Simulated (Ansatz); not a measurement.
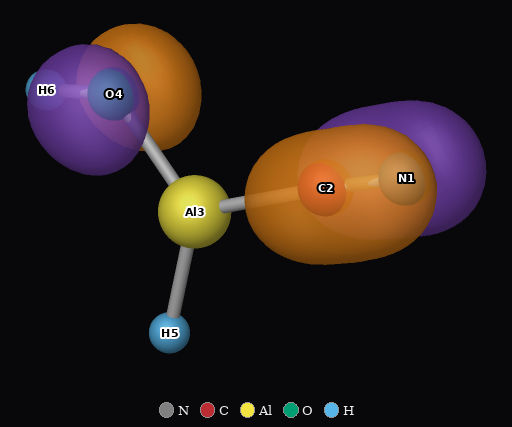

Figure 1: CH₂AlNO (SMILES N#[C][AlH][OH]). The HOMO−1 at ±0.15 Å⁻³ᐟ² (orange and purple are the two phases), seen at a tilt.

Geometry: PBE0-D4/def2-TZVP.

These are results of Ansatz 0.2.0, RKS PBE0-D4/def2-TZVPP, not measurements.

The calculation's input:

```
crystal:
  periodic: [false, false, false]
  atoms:
    - {symbol: N, position_ang: [2.424442, -1.063881, 0.896597]}
    - {symbol: C, position_ang: [1.389141, -0.717913, 0.524132]}
    - {symbol: Al, position_ang: [-0.370744, -0.226522, -0.095387]}
    - {symbol: O, position_ang: [-0.557274, 1.418349, -0.385475]}
    - {symbol: H, position_ang: [-1.485804, -1.312087, -0.291072]}
    - {symbol: H, position_ang: [-1.357661, 1.838153, -0.694896]}
basis:
  gaussian: {orbitals: def2-TZVPP}
hamiltonian: {xc: pbe0, dispersion: d4}
output: {orbitals: {seedname: orbitals}}
```

Command:

```sh
ansatz run in.yaml --threads 2 --pin off --events-out ev --progress --plain --max-ram 4352MiB
```

### What is the character of this orbital?

By Hirshfeld shares it lies mainly on N1 (about 35 %), O4 (about 30 %) and C2 (about 25 %); it changes sign across the molecular plane (π type); π-bonding across N1–C2. Its energy is −9.84 eV.
